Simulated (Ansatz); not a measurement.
C$_{4}$H$_{9}$N: several calculations on one system

Part 1: Relaxation

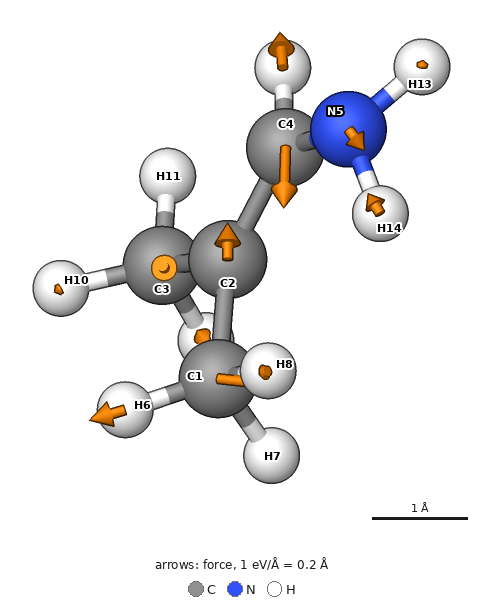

Starting geometry of C₄H₉N with the computed forces as orange arrows. Style: ball-and-stick. Shown from a free direction.

The run prepares an end point of a later path (hydrogen shift) calculation, from a guessed geometry.

The calculation used UKS PBE-D4/6-31G (Ansatz 0.2.0). (collinear spin; force threshold 0.02 eV/Å; at most 50 steps)

What follows when this structure is relaxed?

It isn't relaxed: the largest force vector, on C atoms, is 3.84 eV/Å. The final displacements have little in common with the starting forces (cosine between the two patterns 0.15). An H atom moves most after the best rigid fit: 0.45 Å. Largest moves by element: H 0.45 Å, C 0.11 Å, N 0.07 Å. Among the contacts that change: C–H 1.032 → 1.096 Å, C–H 1.050 → 1.110 Å, C–C 1.460 → 1.512 Å, H–N 1.058 → 1.012 Å. Bond angles that change, for instance: H–N–H 108.9° → 117.6°, C–N–H 113.6° → 120.6°, C–N–H 114.7° → 121.1°. Groups turn about C–C by about 20°. After 10 accepted moves (11 points after the start) the energy has fallen by 0.438 eV. Largest force component: 3.7 eV/Å at the start, 0.0066 eV/Å at the end. The line search rejected the trial step at point 6 of the run. Cost: 100 s on 1 thread of Arm Neoverse N1 (shared host), peak memory 0.16 GiB.

Part 2: Relaxation

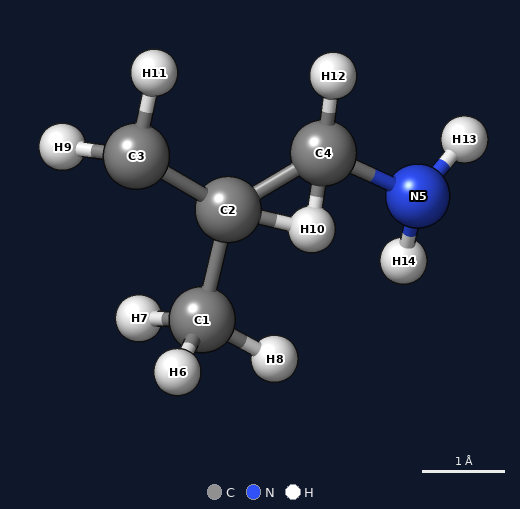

This is the input geometry for a relaxation of C$_{4}$H$_{9}$N. A ball-and-stick model, seen at a tilt.

The run prepares an end point of a later path (hydrogen shift) calculation, from a guessed geometry.

All numbers below come from UKS PBE-D4/6-31G in Ansatz.

Input
```yaml
crystal:
  periodic: [false, false, false]
  atoms:
    - { symbol: C, position_ang: [-1.2629, -0.2501, 0.6588] }
    - { symbol: C, position_ang: [0.111, -0.1612, 0.1743] }
    - { symbol: C, position_ang: [1.0818, -0.7256, 1.1319] }
    - { symbol: C, position_ang: [0.5842, 0.3389, -1.0149] }
    - { symbol: "N", position_ang: [-0.2468, 0.874, -2.0252] }
    - { symbol: H, position_ang: [-1.5951, -1.2195, 0.8861] }
    - { symbol: H, position_ang: [-1.403, 0.4067, 1.5527] }
    - { symbol: H, position_ang: [-1.9852, 0.1782, -0.1036] }
    - { symbol: H, position_ang: [1.0864, -0.1572, 2.1324] }
    - { symbol: H, position_ang: [-0.32443, 0.12994, -0.7816] }
    - { symbol: H, position_ang: [2.1299, -0.6743, 0.786] }
    - { symbol: H, position_ang: [1.5854, 0.311, -1.2646] }
    - { symbol: H, position_ang: [0.1969, 1.6071, -2.5723] }
    - { symbol: H, position_ang: [-1.187, 1.2205, -1.6865] }
magnetization:
  spin_polarized: true
basis:
  gaussian: { orbitals: "6-31G" }
hamiltonian:
  xc: pbe
  dispersion: d4
relax:
  f_tol: 0.02
  max_steps: 50
```

Launched with:
```bash
ansatz run input.yaml --threads 1 --pin off --max-ram 2048MiB --backend cpu --events-out ev --progress --plain --runs-dir out
```

Predict the outcome.

Answer. The largest move after the best rigid fit is that of H10, 1.46 Å. By element the largest moves are H 1.46 Å, C 0.61 Å, N 0.22 Å. Among the contacts that change: C2–H10 1.090 → 2.167 Å, C2–C4 1.374 → 1.528 Å, C4–H10 0.961 → 1.108 Å, C2–C3 1.476 → 1.350 Å. Bonds break: C2–H10 (1.09 → 2.17 Å). Among the angles between lasting bonds that change: H10–C4–H12 165.9° → 106.6°, C2–C4–H10 52.1° → 109.6°, N5–C4–H10 72.5° → 107.1°. Groups turn about C1–C2 by about 60°. Over 19 geometry steps the energy falls by 929.3 kJ/mol. Largest force component: 9.3 eV/Å at the start, 0.011 eV/Å at the end.

Step by step:

```tsv
step	E − E(0), kJ/mol	largest force component, eV/Å
0	0.00	9.2775
1	-202.36	4.3135
2	-342.13	3.9938
3	-447.59	3.2005
4	-551.47	3.1894
5	-669.99	2.8848
6	-783.76	2.1696
7	-851.62	1.4279
8	-888.36	0.9243
9	-906.11	0.5236
10	-915.09	1.4256
11	-919.81	0.9792
12	-924.01	1.1842
13	-926.49	0.5903
14	-928.47	0.2261
15	-928.73	0.2089
16	-929.21	0.1421
17	-929.25	0.1889
18	-929.33	0.0239
19	-929.33	0.0114
```

Final geometry:

```xyz
14

C    -1.2979   -0.0987    0.7526
C     0.1399   -0.1220    0.2863
C     1.1846   -0.1273    1.1420
C     0.3563   -0.1174   -1.2261
N    -0.1649    1.0624   -1.9353
H    -1.8368   -1.0073    0.4189
H    -1.3741   -0.0382    1.8501
H    -1.8373    0.7664    0.3228
H     1.0472   -0.1174    2.2282
H    -0.1281   -1.0073   -1.6738
H     2.2184   -0.1470    0.7804
H     1.4373   -0.2055   -1.4384
H     0.2060    1.9498   -1.5912
H    -1.1796    1.0879   -2.0430
```

After the run, drawn alike:

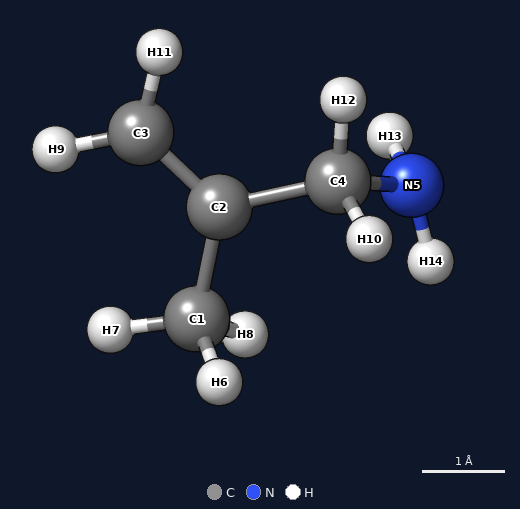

Part 3: Path

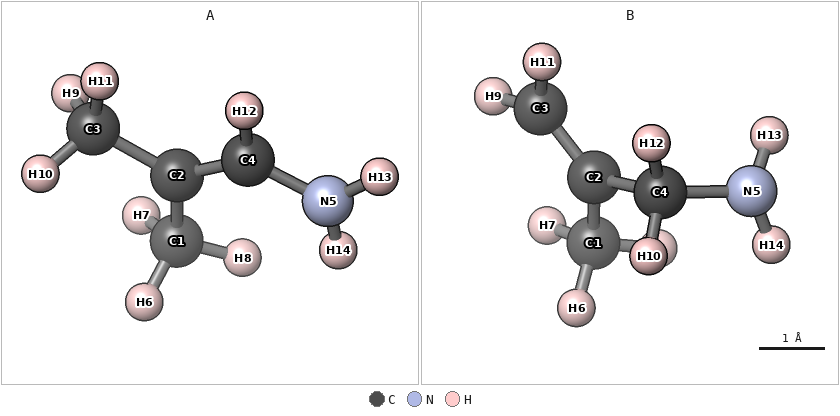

The two relaxed end points of a path for C$_{4}$H$_{9}$N. Style: ball-and-stick. Shown from a free direction.

All numbers below come from UKS PBE-D4/6-31G in Ansatz.

Settings: 5 movable images; climbing image; force threshold 0.05 eV/Å; iteration limit 49.

Start:
```xyz
14

C    -1.3004   -0.1477    0.6612
C     0.1486   -0.1152    0.2305
C     1.1488   -0.7253    1.1837
C     0.5542    0.4012   -0.9619
N    -0.2503    0.9249   -1.9708
H    -1.7554   -1.1521    0.5378
H    -1.3956    0.1112    1.7334
H    -1.9299    0.5697    0.1025
H     1.1162   -0.2362    2.1787
H     0.9496   -1.8026    1.3604
H     2.1811   -0.6402    0.8012
H     1.6224    0.4097   -1.2062
H     0.1571    1.4498   -2.7326
H    -1.2593    0.9235   -1.8892
```

End:
```xyz
14

C    -1.2417   -0.1604    0.8807
C     0.2176   -0.1670    0.4863
C     1.2144    0.0371    1.3743
C     0.5127   -0.3983   -0.9948
N    -0.0368    0.6117   -1.9137
H    -1.7097   -1.1448    0.6820
H    -1.3789    0.0754    1.9481
H    -1.8062    0.5849    0.2891
H     1.0197    0.2173    2.4365
H     0.1041   -1.3795   -1.3066
H     2.2652    0.0251    1.0652
H     1.6066   -0.4498   -1.1432
H     0.2643    1.5660   -1.7083
H    -1.0442    0.5531   -2.0671
```

### What barrier does the band find between them, and by what path?

Forward barrier 79.9 kcal/mol, backward barrier 69.5 kcal/mol, with image 3 at the top; the reaction energy is +10.3 kcal/mol. A hydrogen atom shifts from one atom to another. Breaking: C3–H10 (1.11 → 1.64 at the top → 3.23 Å). Forming: C4–H10 (3.23 → 2.03 at the top → 1.11 Å). The band converged in 46 iterations. The largest component of the band force went from 3.9 to 0.022 eV/Å. The climbing image converged on the top of the path. Its vibrational analysis gives one imaginary mode (848i cm⁻¹), as a transition state must have.

Energies of the converged images:

```json
{"image": "0", "path (Å)": "0.00", "E (kcal/mol)": "0.0"}
{"image": "1", "path (Å)": "1.23", "E (kcal/mol)": "0.3"}
{"image": "2", "path (Å)": "2.46", "E (kcal/mol)": "2.7"}
{"image": "3", "path (Å)": "3.69", "E (kcal/mol)": "79.9"}
{"image": "4", "path (Å)": "5.73", "E (kcal/mol)": "57.0"}
{"image": "5", "path (Å)": "7.76", "E (kcal/mol)": "28.4"}
{"image": "6", "path (Å)": "9.79", "E (kcal/mol)": "10.3"}
```

The geometry at the top of the path:

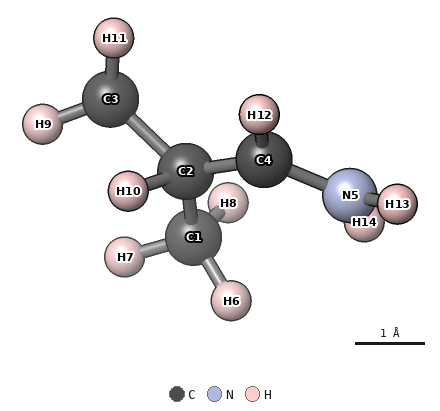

Cost: 32 min on 1 thread of Arm Neoverse N1 (shared host), peak memory 0.17 GiB.
